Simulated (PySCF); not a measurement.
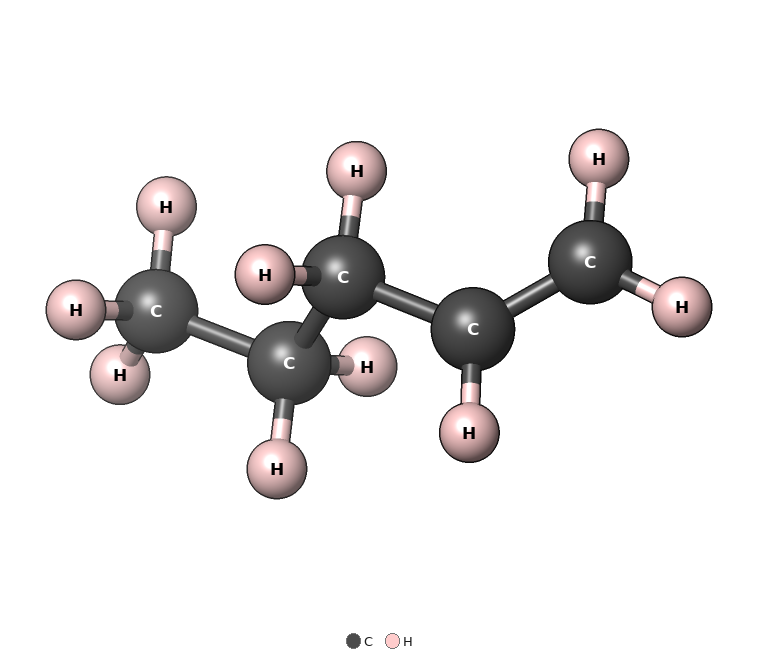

The picture shows a molecular structure as a ball-and-stick model.

Computed geometry: PBE0-D3(BJ)/def2-SVP optimisation. No frequency run is at hand to confirm it as a minimum.

Which formula does it have?

Answer. C5H10, 15 atoms: 5 carbon and 10 hydrogen.

Name functional groups in it.

Answer. Among them: alkene.

Describe its rings.

Answer. It has no ring.

More results for the same structure follow; atom numbers are the same in all pictures, views and colours differ.

Geometry

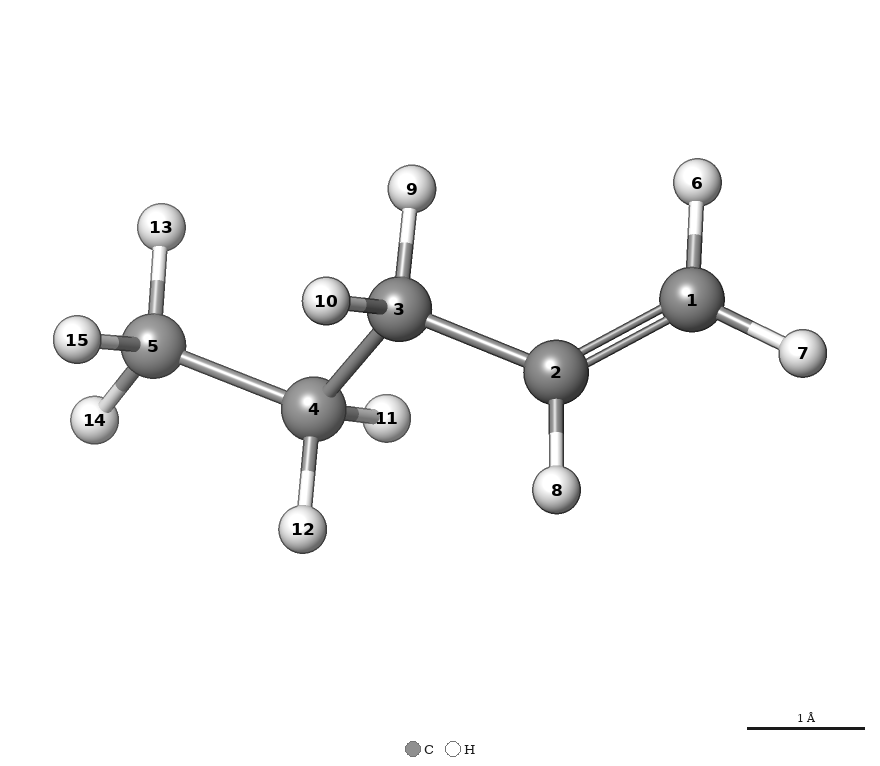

Atoms carry their numbers in the input. No frequency run is at hand to confirm it as a minimum.

What is the geometry at C2?

Answer. C2 has 3 neighbours (C1 at 1.33, C3 at 1.50, H8 at 1.10 Å); the arrangement is trigonal planar.

Describe the coordination of atom 3.

Answer. C3 has 4 neighbours (C2 at 1.50, C4 at 1.53, H9 at 1.10, H10 at 1.11 Å); the arrangement is tetrahedral.

Describe the coordination of atom 1.

Answer. C1 has 3 neighbours (C2 at 1.33, H6 at 1.10, H7 at 1.09 Å); the arrangement is trigonal planar.

How are the neighbours of atom 5 arranged?

Answer. C5 has 4 neighbours (C4 at 1.52, H13 at 1.10, H14 at 1.10, H15 at 1.10 Å); the arrangement is tetrahedral.

What is the dihedral angle C1–C2–C3–C4?

Answer. 119° in size, that is anticlinal.

Dipole moment

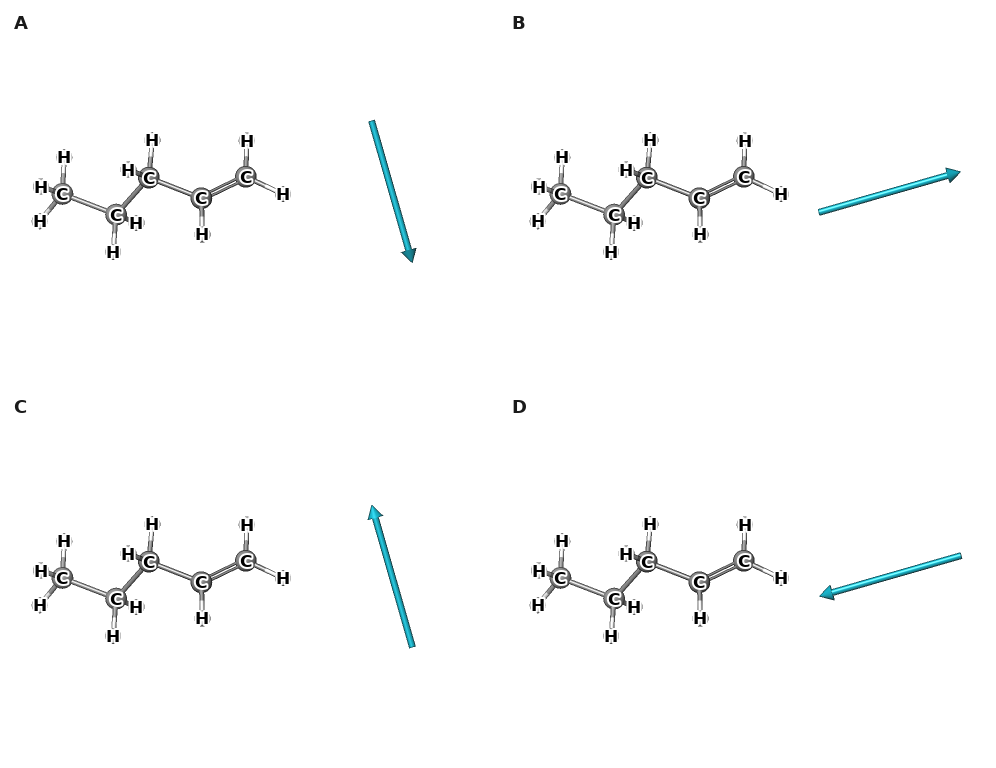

The same molecule four times, each with an arrow. No frequency run is at hand to confirm it as a minimum. Method: B3LYP/pcJ-1, gas phase (PySCF 2.14.0).

Which arrow points along the dipole moment, from the negative to the positive end?

Answer. D. The dipole moment is 0.39 D.

NMR shielding

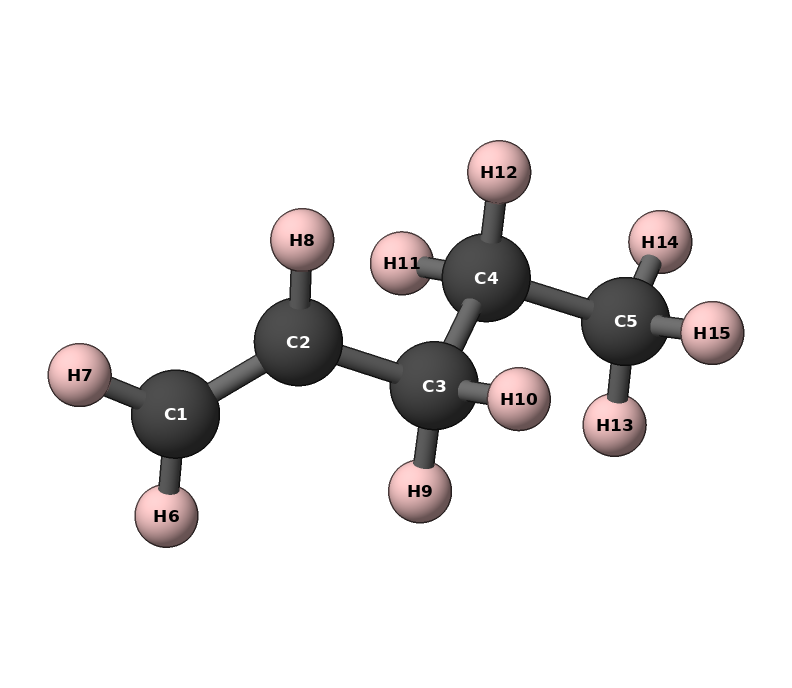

No frequency run is at hand to confirm it as a minimum. Level of theory: GIAO PBE0/pcSseg-1 NMR shielding, non-relativistic, gas phase (PySCF 2.14.0). Principal shieldings σ11 ≤ σ22 ≤ σ33, span Ω = σ33 − σ11, skew κ = 3(σiso − σ22)/Ω.

Which C atom has the most anisotropic shielding?

Answer. C2, with a span of 242 ppm.

Give the shielding tensors of the C atoms.

```
atom    σ11    σ22    σ33   σiso      Ω      κ
  C1  −50.2   84.9  152.7   62.5  202.9  −0.33
  C2  −89.4   43.2  152.6   35.5  242.0  −0.10
  C3  124.6  139.8  164.2  142.8   39.6   0.23
  C4  146.2  155.7  170.0  157.3   23.8   0.20
  C5  157.2  161.0  185.4  167.9   28.2   0.73
```

Shieldings and span in ppm.

Charges

The questions are on ESP-fitted charges. No frequency run is at hand to confirm it as a minimum. Level of theory: PBE0/pcSseg-1, gas phase (PySCF 2.14.0).

Give the ESP-fitted charges atom by atom.

| atom | value (e) |
| --- | --- |
| C1 | −0.49 |
| C2 | −0.16 |
| C3 | −0.03 |
| C4 | 0.19 |
| C5 | −0.37 |
| H6 | 0.20 |
| H7 | 0.19 |
| H8 | 0.14 |
| H9 | 0.06 |
| H10 | 0.04 |
| H11 | −0.01 |
| H12 | −0.02 |
| H13 | 0.08 |
| H14 | 0.10 |
| H15 | 0.08 |
